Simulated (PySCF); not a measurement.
## Run report: Ge$_{4}$N$_{6}$H$_{6}$Cl$_{4}$, excited-state calculation

Ge$_{4}$N$_{6}$H$_{6}$Cl$_{4}$ ((ClGe)4NH6 adamantane), computed with TDDFT B3LYP/def2-SVPD, vertical, gas phase, core orbitals frozen in the response (PySCF 2.14.0).

The geometry comes from this level: PBE0-D3(BJ)/def2-SVP. It belongs to a series of runs on one base structure; here: Cl, NH.

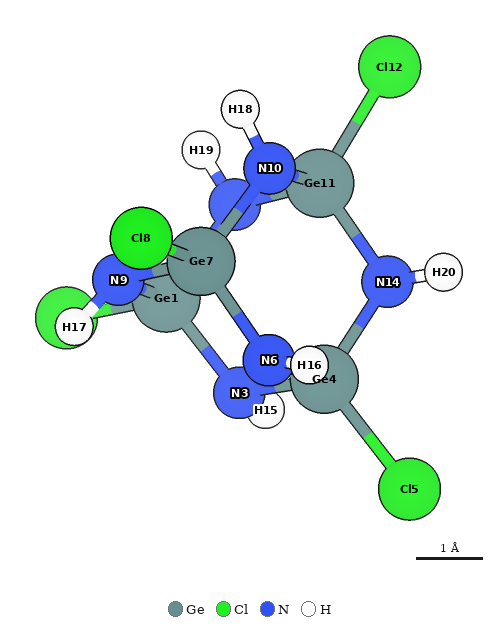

**Figure 1.** The structure as given in the input (ball-and-stick view, seen at a tilt; atoms are numbered from 1 in the order of the input). Sticks mark near contacts.

### Input file
```
{"job": {"kind": "uv", "xc": "B3LYP", "basis": "def2-SVPD", "ip": false, "nstates": 15}, "charge": 0, "multiplicity": 1}
Ge    -1.749356    -0.017856    -0.768836
Cl    -3.720061    -0.050356    -1.587686
N     -0.470719     0.153940    -2.077993
Ge     1.235426     0.154233    -1.420190
Cl     2.738492     0.334766    -2.926285
N      1.461121    -1.426226    -0.511425
Ge     0.289898    -1.593057     0.890780
Cl     0.625442    -3.402280     1.973644
N     -1.394088    -1.565135     0.151833
N      0.478293    -0.136920     1.991730
Ge     0.134874     1.456649     1.117693
Cl     0.251472     3.043623     2.544508
N     -1.537439     1.415548     0.353986
N      1.330775     1.594679    -0.261740
H     -0.636172     0.966274    -2.673733
H      2.434700    -1.619527    -0.280101
H     -1.593924    -2.402349    -0.396681
H      0.000603    -0.235535     2.887232
H     -2.290628     1.534169     1.030840
H      2.273702     1.809512     0.061776
```

The first line tells a small driver script what to run in PySCF; the rest is the geometry in Å.

Run on 2 CPU threads, shared host.

Run as:
```bash
OMP_NUM_THREADS=2 python <driver script> task.json out
```

### What the program printed
```
coarse grid: 100480 points
cycle   1  E = -10479.3720387720  dE = -2.262e-01  |g| = 1.423e+00  |ddm| = 9.168e+00
cycle   2  E = -10478.9956193041  dE =  3.764e-01  |g| = 2.032e+00  |ddm| = 8.180e+00
cycle   3  E = -10479.7184328998  dE = -7.228e-01  |g| = 8.942e-02  |ddm| = 4.796e+00
cycle   4  E = -10479.7198505926  dE = -1.418e-03  |g| = 4.849e-02  |ddm| = 3.988e-01
cycle   5  E = -10479.7203119054  dE = -4.613e-04  |g| = 1.692e-02  |ddm| = 1.081e-01
cycle   6  E = -10479.7203827824  dE = -7.088e-05  |g| = 3.130e-03  |ddm| = 3.582e-02
cycle   7  E = -10479.7203846304  dE = -1.848e-06  |g| = 1.356e-03  |ddm| = 1.048e-02
final grid: 197320 points
cycle   8  E = -10479.7202733817  dE = -1.976e-07  |g| = 2.484e-03  |ddm| = 5.031e-02
cycle   9  E = -10479.7202698021  dE =  3.580e-06  |g| = 4.607e-03  |ddm| = 1.418e-02
cycle  10  E = -10479.7202748766  dE = -5.074e-06  |g| = 2.442e-04  |ddm| = 9.135e-03
cycle  11  E = -10479.7202748913  dE = -1.467e-08  |g| = 4.206e-05  |ddm| = 5.138e-04
cycle  12  E = -10479.7202748915  dE = -2.656e-10  |g| = 2.295e-05  |ddm| = 1.380e-04
```

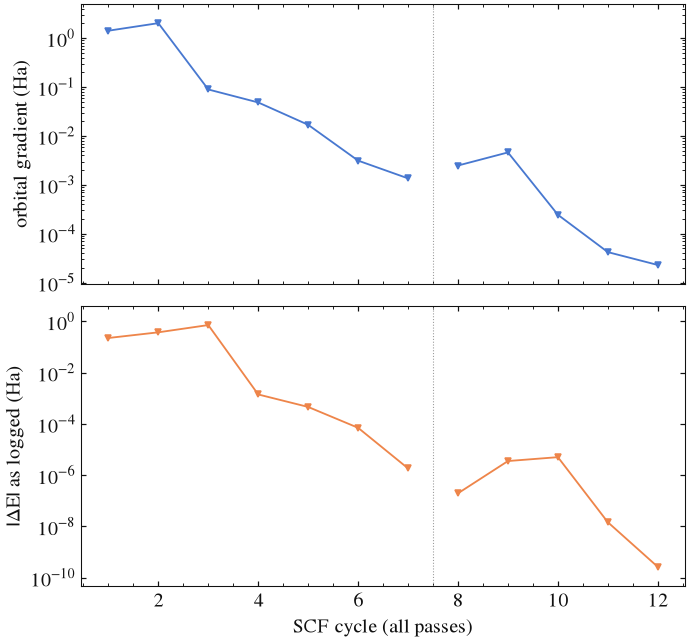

**Figure 2.** Convergence of the self-consistent field: orbital gradient and size of the energy change against the SCF cycle. The dotted line marks the change from a coarse to the final integration grid. The first 7 cycles use a coarse grid, the final grid takes over at cycle 8, and the field converges after 12 cycles in all.

```
converged SCF energy = -10479.7202748915

Static polarisability (au): isotropic 199.075, principal 198.027 198.840 200.359

Singlet excitations
state   eV       nm        f      main configurations
  1   4.7787    259.5   0.00494   H->L 0.98
  2   4.8520    255.5   0.01445   H-1->L 0.98
  3   5.3490    231.8   0.00471   H-2->L 0.98
  4   5.4942    225.7   0.02500   H-3->L 0.97
  5   5.8703    211.2   0.00873   H->L+1 0.94
  6   5.9138    209.7   0.00711   H-4->L 0.66, H-1->L+1 0.28
  7   5.9520    208.3   0.04154   H-1->L+1 0.67, H-4->L 0.28
  8   6.0254    205.8   0.02208   H-5->L 0.91
  9   6.3251    196.0   0.00067   H-6->L 0.39, H->L+3 0.22, H->L+2 0.13
 10   6.3352    195.7   0.00072   H->L+3 0.32, H-6->L 0.19, H->L+4 0.12
 11   6.3585    195.0   0.00057   H-7->L 0.65, H-8->L 0.17, H->L+3 0.08
 12   6.3680    194.7   0.00054   H-6->L 0.31, H-8->L 0.23, H->L+2 0.18
 13   6.3887    194.1   0.00070   H-8->L 0.46, H->L+2 0.14, H-7->L 0.10
 14   6.4201    193.1   0.00986   H-2->L+1 0.82
 15   6.4725    191.6   0.00745   H-1->L+2 0.53, H->L+2 0.14, H-1->L+4 0.11

Triplet excitations (Tamm-Dancoff, eV): 4.6724 4.7347 5.2088 5.3302
```

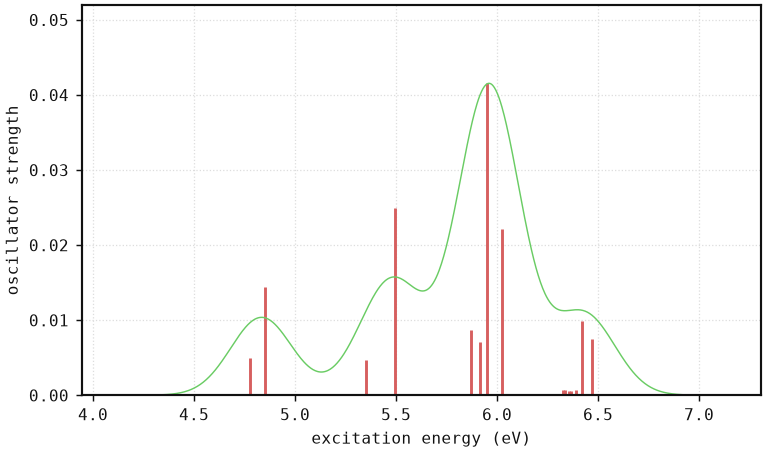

**Figure 3.** Computed excitations as sticks (degenerate states added up, dark ones marked on the axis), with a Gaussian envelope of 0.35 eV full width at half maximum, scaled to the tallest. Of the 15 states the lowest lies at 4.78 eV (f = 0.005); the strongest line is at 5.95 eV, or 208 nm (f = 0.042).

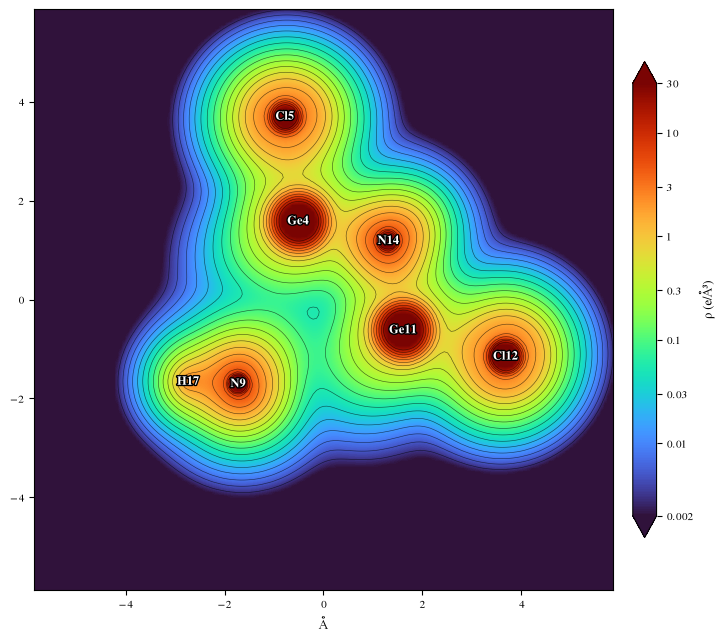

**Figure 4.** Electron density on the plane of atoms Cl12, Ge11 and N14. The section cuts through Ge, Cl, N and H sites. N–H (1.02 Å): ρ at the midpoint is about 2.7 e/Å³, with its minimum of 2.2 e/Å³ about 0.8 Å from N.

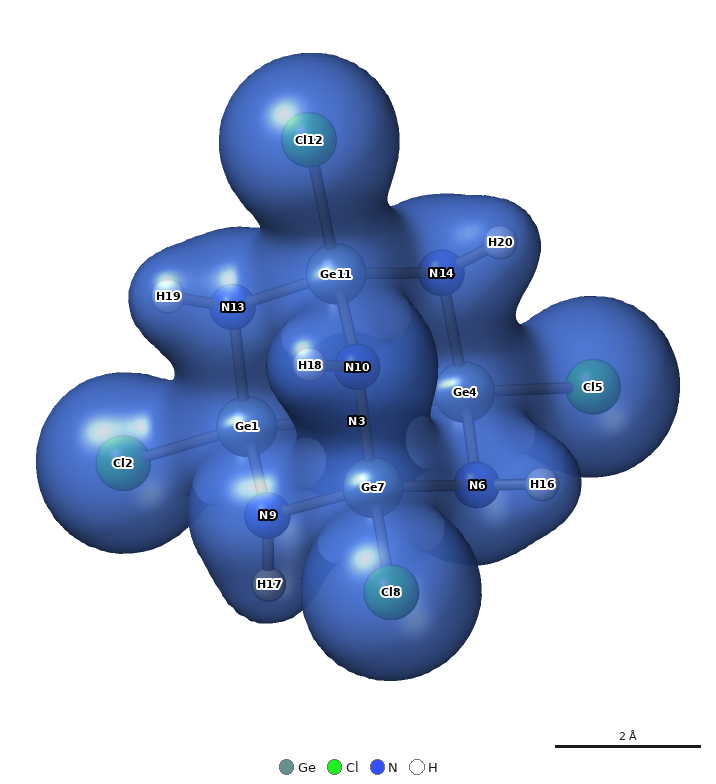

**Figure 5.** Isosurface of the total electron density at 0.2 e/Å³ (blue), seen from the side. At this value the surface is in one piece. On the grid the lowest density along these lines, outside the cores, is 0.96 e/Å³ (Ge–N, 1.83 Å), 0.7 e/Å³ (Ge–Cl, 2.13 Å) and 2.2 e/Å³ (N–H, 1.02 Å).

### Key numbers

```json
{"quantity": "outcome", "value": "converged"}
{"quantity": "total energy", "value": "−10479.720275 hartree"}
{"quantity": "HOMO", "value": "−7.61 eV"}
{"quantity": "LUMO", "value": "−1.94 eV"}
{"quantity": "dipole moment", "value": "0.93 D"}
{"quantity": "mean polarisability", "value": "199.08 a.u."}
{"quantity": "lowest singlet excitation", "value": "4.78 eV"}
{"quantity": "wall time", "value": "5.2 min (CPU time 11 min)"}
{"quantity": "peak memory", "value": "3.6 GiB"}
```

Spin–orbit coupling is left out, which matters for the heavy atoms.
